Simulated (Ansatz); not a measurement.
Geometry relaxation of C₂H₈AlNO₂ (part 2 of 2)

Continued. System: C₂H₈AlNO₂, SMILES C[C](N)(O)[AlH][OH]. Method: RKS BHLYP-D4/6-31G (Ansatz 0.2.0). It belongs to a series of runs on one base structure; here: end point B relaxed.

Geometry of the input (Å):
```
C  -0.4625  -0.9149  1.2795
C  0.2703  -0.3183  0.0761
N  1.6335  -0.0863  0.4624
O  0.2848  -1.2336  -0.9809
Al -0.5664  1.4312  -0.5040
O  -1.2495  1.6404  -2.1805
H  -0.0535  -1.8401  1.5934
H  -1.5352  -1.0205  0.9826
H  -0.4643  -0.1488  2.1688
H  2.1117  -1.0102  0.7127
H  2.1840  0.3145  -0.3116
H  0.7493  -0.8629  -1.7196
H  -0.6982  2.6783  0.5320
H  -0.4602  1.9936  -2.7166
```

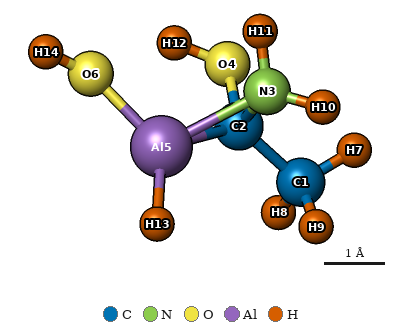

The geometry at step 16 of the log (ball-and-stick view, seen at a tilt; atoms are numbered from 1 in the order of the input).

**Trajectory as extended XYZ, continued**
```
14
Properties=species:S:1:pos:R:3:forces:R:3 step=6 energy=-14378.65127
C    -0.4356   -0.9194    1.2847    0.0801   0.0146   0.0321
C     0.2598   -0.3160    0.0804   -0.2059  -0.1482  -0.2343
N     1.6346   -0.0400    0.4173    0.1242  -0.0378   0.2665
O     0.1200   -1.3331   -0.9648    0.0786   0.0847  -0.0720
Al   -0.4930    1.4306   -0.4553   -0.0565   0.0846  -0.1437
O    -0.5975    1.5507   -2.1781    0.1962   1.4291  -0.9145
H     0.0593   -1.8563    1.5443   -0.0184   0.0036   0.0309
H    -1.4690   -1.1525    1.0536   -0.0033  -0.0031   0.0056
H    -0.3952   -0.2512    2.1413    0.0055  -0.0390  -0.0292
H     2.0828   -0.7406    0.9905   -0.0061   0.0879  -0.1052
H     2.2319    0.2761   -0.3238   -0.0056  -0.0444  -0.0810
H     0.2732   -0.9568   -1.8447   -0.1007  -0.0227   0.1894
H    -0.8796    2.6511    0.4901   -0.0361  -0.0330  -0.0420
H    -0.6480    2.2797   -2.8413   -0.0521  -1.3763   1.0974
14
Properties=species:S:1:pos:R:3:forces:R:3 step=8 energy=-14378.74989
C    -0.4054   -0.9471    1.3443    0.1363   0.0400  -0.1002
C     0.1913   -0.3285    0.0937   -0.2116   0.0685  -0.1153
N     1.5859    0.0144    0.3315    0.0743   0.0288  -0.0152
O     0.0384   -1.3226   -0.9591   -0.0395  -0.0465  -0.1080
Al   -0.5250    1.4352   -0.4372    0.0377   0.1079  -0.1529
O    -0.2155    1.6159   -2.1362   -0.1000  -0.3023   0.8804
H     0.1310   -1.8658    1.5874    0.0017   0.0050  -0.0184
H    -1.4466   -1.2116    1.1864    0.0540   0.0379  -0.0212
H    -0.3301   -0.2701    2.1915   -0.0040  -0.0157  -0.0347
H     2.0986   -0.6636    0.8758    0.0200   0.0356  -0.0011
H     2.1026    0.2807   -0.4934   -0.1027  -0.0774   0.0912
H     0.0686   -0.9017   -1.8317    0.0586  -0.0657   0.1554
H    -1.2061    2.5576    0.4812    0.0754  -0.0831  -0.1917
H    -0.3439    2.2296   -2.8400   -0.0001   0.2671  -0.3683
14
Properties=species:S:1:pos:R:3:forces:R:3 step=9 energy=-14378.75973
C    -0.3988   -0.9490    1.3426    0.0645   0.0178  -0.1037
C     0.1763   -0.3263    0.0862   -0.1883  -0.0397   0.0391
N     1.5713    0.0241    0.3168    0.0885   0.0745  -0.0659
O     0.0279   -1.3299   -0.9588   -0.0453  -0.0143  -0.0152
Al   -0.5365    1.4411   -0.4317   -0.0672  -0.1246   0.7685
O    -0.1932    1.6089   -2.0841   -0.0054   0.1459  -0.4762
H     0.1442   -1.8661    1.5762   -0.0059   0.0068  -0.0125
H    -1.4408   -1.2145    1.1943    0.0383   0.0135   0.0085
H    -0.3161   -0.2723    2.1888   -0.0047  -0.0109  -0.0165
H     2.0896   -0.6445    0.8674    0.0038   0.0213   0.0055
H     2.0802    0.2730   -0.5174   -0.0593  -0.0314   0.0627
H     0.0735   -0.9187   -1.8331    0.0428  -0.0051   0.0772
H    -1.2275    2.5801    0.4490    0.0504  -0.0738  -0.1027
H    -0.3065    2.2166   -2.8019    0.0878   0.0198  -0.1691
14
Properties=species:S:1:pos:R:3:forces:R:3 step=11 energy=-14378.79445
C    -0.3797   -0.9958    1.3520   -0.0734   0.0217  -0.0073
C     0.0942   -0.3525    0.0735   -0.2362  -0.2062  -0.1301
N     1.4856    0.1025    0.2481    0.2389  -0.0301   0.0421
O    -0.0219   -1.3660   -0.9593    0.1080   0.0852   0.1058
Al   -0.5555    1.4408   -0.4043    0.2983   0.0450  -0.1371
O    -0.1540    1.6562   -2.0595   -0.0160   0.0500  -0.1620
H     0.2219   -1.8822    1.5587   -0.0179   0.0039  -0.0106
H    -1.4152   -1.3086    1.2590    0.0652   0.0054   0.0056
H    -0.2925   -0.3109    2.1913   -0.0001  -0.0104   0.0096
H     2.0252   -0.4170    0.9358   -0.1539   0.1915  -0.2621
H     1.9949    0.1911   -0.6214   -0.1265   0.0238   0.1878
H     0.0291   -0.9520   -1.8307   -0.0393  -0.0186   0.0019
H    -1.1915    2.5958    0.4757   -0.0092  -0.0135   0.0309
H    -0.0970    2.2210   -2.8245   -0.0379  -0.1477   0.3255
14
Properties=species:S:1:pos:R:3:forces:R:3 step=13 energy=-14378.90730
C    -0.3849   -1.0692    1.3685   -0.0010  -0.1098  -0.1538
C    -0.0351   -0.4267    0.0494   -0.4056  -0.4910  -0.1211
N     1.3106    0.2649    0.1576    0.6985  -0.2537   0.2472
O    -0.0306   -1.4714   -0.9466    0.1780   0.5614   0.1785
Al   -0.4492    1.4444   -0.3570    0.4195   0.0066  -0.2279
O    -0.0055    1.6446   -2.0147    0.1267   0.3421  -0.6719
H     0.2835   -1.9163    1.5582   -0.0885   0.1260  -0.0257
H    -1.4053   -1.4489    1.3358    0.1780   0.0599   0.0090
H    -0.3018   -0.3653    2.1926   -0.0151   0.0116  -0.0115
H     1.9507   -0.0949    0.8895   -0.6815   0.4994  -0.8231
H     1.7739    0.3167   -0.7516   -0.0689  -0.1136   0.5377
H    -0.0804   -1.0677   -1.8252   -0.0802  -0.1326   0.0841
H    -1.0435    2.6145    0.5247   -0.0057  -0.0247   0.0764
H     0.1614    2.1976   -2.7868   -0.2541  -0.4817   0.9019
14
Properties=species:S:1:pos:R:3:forces:R:3 step=14 energy=-14378.98371
C    -0.3929   -1.0995    1.3643    0.0939  -0.1103  -0.1739
C    -0.0926   -0.4614    0.0320   -0.3010  -0.3710  -0.0984
N     1.2434    0.3306    0.1242    1.1902  -0.4608   0.6758
O    -0.0090   -1.4978   -0.9535    0.0459   0.6802  -0.0440
Al   -0.3367    1.4534   -0.3420   -0.2323   0.0934  -0.1473
O     0.0423    1.6283   -2.0143    0.1222   0.3223  -0.6530
H     0.3102   -1.9181    1.5584   -0.1192   0.1286  -0.0186
H    -1.4002   -1.5149    1.3559    0.1840   0.0785  -0.0156
H    -0.3258   -0.3781    2.1755   -0.0293  -0.0091  -0.0109
H     1.8799    0.0858    0.9051   -0.7428   0.3558  -0.8757
H     1.7384    0.3097   -0.7670   -0.0157  -0.1581   0.3966
H    -0.1502   -1.1111   -1.8344   -0.0230  -0.2133   0.2957
H    -0.9461    2.5985    0.5630    0.0285   0.0065   0.0607
H     0.1831    2.1969   -2.7729   -0.2015  -0.3426   0.6086
14
Properties=species:S:1:pos:R:3:forces:R:3 step=16 energy=-14379.09434
C    -0.3979   -1.1160    1.3417   -0.0212  -0.0377  -0.1517
C    -0.0656   -0.4576    0.0312   -0.3057   0.1966   0.0697
N     1.2918    0.3227    0.1800    0.6242  -0.2867  -0.1619
O     0.0457   -1.4382   -0.9858    0.1313   0.1602  -0.1770
Al   -0.2740    1.4495   -0.4175   -0.0655   0.0818   0.3365
O    -0.1241    1.6269   -2.1218    0.0361  -0.0747  -0.0139
H     0.3050   -1.9247    1.5542   -0.0314   0.0264  -0.0175
H    -1.3966   -1.5401    1.2916    0.0551   0.0063   0.0102
H    -0.3750   -0.4036    2.1649   -0.0112  -0.0184  -0.0701
H     1.7724    0.1973    1.0721   -0.2169   0.1791  -0.5379
H     1.9126    0.1144   -0.6049   -0.1854  -0.0037   0.5112
H    -0.1618   -1.0530   -1.8522    0.0047  -0.1252   0.2670
H    -0.7176    2.6087    0.5867    0.0055  -0.0792  -0.1294
H    -0.0712    2.2361   -2.8460   -0.0197  -0.0248   0.0649
14
Properties=species:S:1:pos:R:3:forces:R:3 step=18 energy=-14379.14310
C    -0.3948   -1.1417    1.3214   -0.0522  -0.0232  -0.0546
C    -0.0704   -0.4258    0.0457    0.0095  -0.0249   0.2114
N     1.3139    0.3327    0.1896    0.1177  -0.0530  -0.1784
O     0.0689   -1.3616   -1.0087   -0.0446   0.0790  -0.0678
Al   -0.2345    1.4740   -0.4020    0.0179   0.0355  -0.0988
O    -0.1714    1.5646   -2.1240   -0.0248  -0.0576   0.0651
H     0.3132   -1.9504    1.5059    0.0074   0.0121  -0.0038
H    -1.3863   -1.5749    1.2434   -0.0147  -0.0172   0.0239
H    -0.3922   -0.4626    2.1717    0.0066  -0.0209  -0.0245
H     1.7342    0.3202    1.1058   -0.0435   0.0032   0.0357
H     1.9672   -0.0082   -0.5039   -0.0513   0.0711   0.0603
H    -0.2176   -0.9701   -1.8450    0.0523  -0.0023   0.0431
H    -0.6392    2.6712    0.5587    0.0186  -0.0121  -0.0252
H    -0.1473    2.1551   -2.8643    0.0010   0.0103   0.0136
14
Properties=species:S:1:pos:R:3:forces:R:3 step=19 energy=-14379.15758
C    -0.3975   -1.1680    1.3154    0.0458   0.0098  -0.0285
C    -0.0653   -0.4023    0.0724   -0.0313  -0.0712  -0.0005
N     1.3297    0.3369    0.2064   -0.0354   0.0555  -0.0026
O     0.0603   -1.2893   -1.0288   -0.0287  -0.0356   0.0764
Al   -0.2146    1.4875   -0.4010    0.0114   0.0089  -0.0779
O    -0.2161    1.4966   -2.1296   -0.0083  -0.0547   0.0715
H     0.3070   -1.9858    1.4701    0.0070   0.0018   0.0013
H    -1.3902   -1.5948    1.2190   -0.0125   0.0005  -0.0056
H    -0.3947   -0.5236    2.1928    0.0102  -0.0271  -0.0375
H     1.7175    0.3754    1.1360   -0.0063  -0.0066   0.0346
H     1.9981   -0.0440   -0.4467   -0.0027   0.0001  -0.0214
H    -0.2150   -0.8522   -1.8458    0.0221   0.0740  -0.0101
H    -0.5723    2.7225    0.5232    0.0231   0.0375  -0.0106
H    -0.2034    2.0636   -2.8890    0.0057   0.0071   0.0108
14
Properties=species:S:1:pos:R:3:forces:R:3 step=21 energy=-14379.16970
C    -0.3922   -1.2070    1.3038    0.0805   0.0468   0.0040
C    -0.0715   -0.3752    0.1026   -0.1668  -0.1213  -0.0553
N     1.3288    0.3508    0.2357    0.0166   0.0149  -0.0205
O     0.0234   -1.2061   -1.0477    0.0619   0.0079   0.2054
Al   -0.2001    1.5119   -0.3894   -0.0638   0.0565   0.0192
O    -0.2571    1.3965   -2.1189    0.0377  -0.1065   0.1486
H     0.3113   -2.0360    1.3977   -0.0283   0.0143   0.0067
H    -1.3898   -1.6214    1.1983    0.0161   0.0097  -0.0050
H    -0.3687   -0.6145    2.2173   -0.0013  -0.0387  -0.0494
H     1.6885    0.4219    1.1755    0.0171  -0.0150  -0.0009
H     2.0079   -0.0650   -0.3850    0.0195   0.0189   0.0015
H    -0.1978   -0.6871   -1.8355   -0.0321   0.0695  -0.0948
H    -0.4977    2.8307    0.4445    0.0414  -0.0512  -0.0397
H    -0.2411    1.9228   -2.9047    0.0015   0.0941  -0.1198
14
Properties=species:S:1:pos:R:3:forces:R:3 step=23 energy=-14379.17263
C    -0.3883   -1.2084    1.3067   -0.0185  -0.0118  -0.0007
C    -0.0864   -0.3776    0.1026   -0.0256  -0.0371  -0.0214
N     1.3157    0.3546    0.2334    0.0302   0.0518   0.0140
O     0.0106   -1.2058   -1.0443   -0.0054   0.0277  -0.0004
Al   -0.2133    1.5129   -0.3834    0.0129   0.0042   0.0225
O    -0.2330    1.3885   -2.1131   -0.0006   0.0024  -0.0534
H     0.3158   -2.0365    1.3933   -0.0003   0.0063  -0.0047
H    -1.3858   -1.6247    1.2115   -0.0022  -0.0060   0.0086
H    -0.3574   -0.6181    2.2195    0.0020   0.0005  -0.0110
H     1.6875    0.4088    1.1697    0.0018  -0.0032  -0.0027
H     1.9911   -0.0428   -0.4030    0.0097  -0.0071  -0.0074
H    -0.1941   -0.6794   -1.8357   -0.0033  -0.0154   0.0212
H    -0.5026    2.8346    0.4390   -0.0004   0.0004  -0.0058
H    -0.2162    1.9164   -2.9018   -0.0005  -0.0127   0.0413
14
Properties=species:S:1:pos:R:3:forces:R:3 step=24 energy=-14379.17289
C    -0.3893   -1.2104    1.3053    0.0082   0.0011   0.0077
C    -0.0863   -0.3772    0.1031   -0.0392  -0.0277  -0.0186
N     1.3173    0.3571    0.2357    0.0183   0.0172  -0.0007
O     0.0101   -1.2034   -1.0446    0.0025   0.0197   0.0064
Al   -0.2111    1.5138   -0.3825    0.0103  -0.0007   0.0087
O    -0.2344    1.3849   -2.1126    0.0002  -0.0157  -0.0123
H     0.3157   -2.0379    1.3900   -0.0013   0.0006  -0.0004
H    -1.3866   -1.6276    1.2111    0.0002   0.0023  -0.0033
H    -0.3577   -0.6211    2.2185    0.0006  -0.0009  -0.0005
H     1.6884    0.4100    1.1724   -0.0003  -0.0005  -0.0018
H     1.9935   -0.0403   -0.4003   -0.0003  -0.0021  -0.0003
H    -0.1985   -0.6768   -1.8346    0.0025  -0.0054   0.0073
H    -0.4990    2.8390    0.4337   -0.0024   0.0030   0.0010
H    -0.2181    1.9123   -2.9008    0.0005   0.0090   0.0069
14
Properties=species:S:1:pos:R:3:forces:R:3 step=26 energy=-14379.17305
C    -0.3891   -1.2116    1.3057    0.0005  -0.0009  -0.0021
C    -0.0901   -0.3780    0.1029    0.0014   0.0047   0.0011
N     1.3168    0.3592    0.2358    0.0006  -0.0036  -0.0022
O     0.0074   -1.2021   -1.0445    0.0004  -0.0026   0.0011
Al   -0.2099    1.5139   -0.3815    0.0014   0.0023  -0.0011
O    -0.2307    1.3813   -2.1123   -0.0008  -0.0106  -0.0019
H     0.3155   -2.0395    1.3873    0.0004  -0.0009   0.0006
H    -1.3870   -1.6280    1.2141   -0.0007  -0.0001   0.0000
H    -0.3543   -0.6229    2.2190    0.0000   0.0014   0.0019
H     1.6890    0.4099    1.1721   -0.0016   0.0006   0.0000
H     1.9919   -0.0380   -0.4016   -0.0016   0.0013   0.0007
H    -0.1987   -0.6743   -1.8343    0.0004   0.0002  -0.0018
H    -0.5021    2.8410    0.4303   -0.0006   0.0009   0.0018
H    -0.2150    1.9115   -2.8987    0.0003   0.0074   0.0019
```
